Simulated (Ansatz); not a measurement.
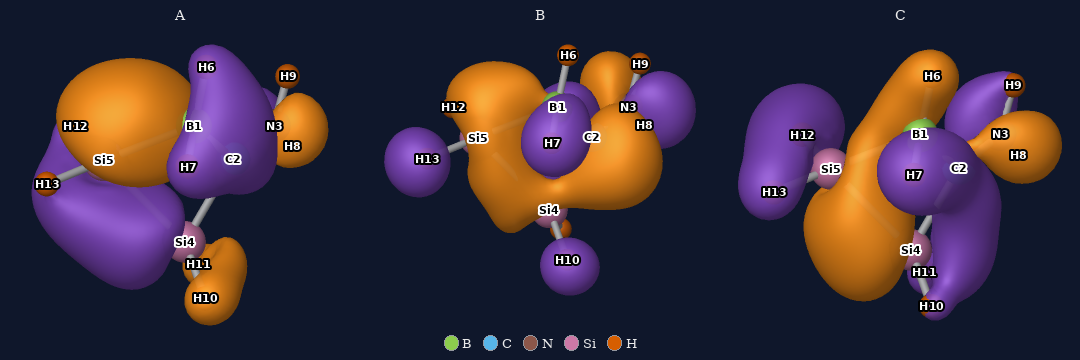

*CH8BNSi2. Three frontier orbitals at ±0.08 Å⁻³ᐟ² (orange and purple are the two phases), in no order.*

All numbers below come from RKS B3LYP-D4/6-31G* (Ansatz 0.2.0).

Input

```
crystal:
  periodic: [false, false, false]
  atoms:
    - { symbol: B, position_ang: [-1.1681, 1.2623, -0.0894] }
    - { symbol: C, position_ang: [-0.3595, -0.0209, 0.0803] }
    - { symbol: "N", position_ang: [-1.0489, -1.08, 0.8253] }
    - { symbol: Si, position_ang: [0.6094, -0.5857, -1.4373] }
    - { symbol: Si, position_ang: [1.4267, 0.2416, 0.4893] }
    - { symbol: H, position_ang: [-1.5428, 1.9458, 0.8467] }
    - { symbol: H, position_ang: [-1.5733, 1.6351, -1.1665] }
    - { symbol: H, position_ang: [-0.367, -1.913, 0.881] }
    - { symbol: H, position_ang: [-1.1365, -0.732, 1.8653] }
    - { symbol: H, position_ang: [0.6054, 0.371, -2.5169] }
    - { symbol: H, position_ang: [0.7114, -2.0506, -1.5221] }
    - { symbol: H, position_ang: [2.0243, -0.7734, 1.3979] }
    - { symbol: H, position_ang: [1.8395, 1.665, 0.3611] }
basis:
  gaussian: { orbitals: "6-31G*" }
hamiltonian:
  xc: b3lyp
  dispersion: d4
relax:
  f_tol: 0.015
  max_steps: 40
output:
  orbitals: {}
```

Command:

```sh
ansatz run input.yaml --threads 2 --pin off --max-ram 3072MiB --backend cpu --events-out ev --progress --plain --runs-dir out
```

The fields are those of the relaxed geometry.

Q: Which picture is the HOMO−1, the HOMO and the LUMO?

A: C is the HOMO−1 (−7.55 eV). It lies mainly on Si5 (about 25 %), Si4 (about 25 %), N3 (about 10 %), C2 (about 10 %), H12 (about 10 %) and B1 (about 10 %). A is the HOMO (−6.20 eV). Its weight (Hirshfeld) is mainly on Si5 (about 35 %), B1 (about 25 %), Si4 (about 15 %) and C2 (about 5 %). B is the LUMO (−1.39 eV). By Hirshfeld shares it lies mainly on C2 (about 35 %), N3 (about 20 %), Si5 (about 15 %), Si4 (about 10 %) and B1 (about 10 %).

Q: What is the HOMO–LUMO gap?

A: 4.81 eV between the orbital energies.
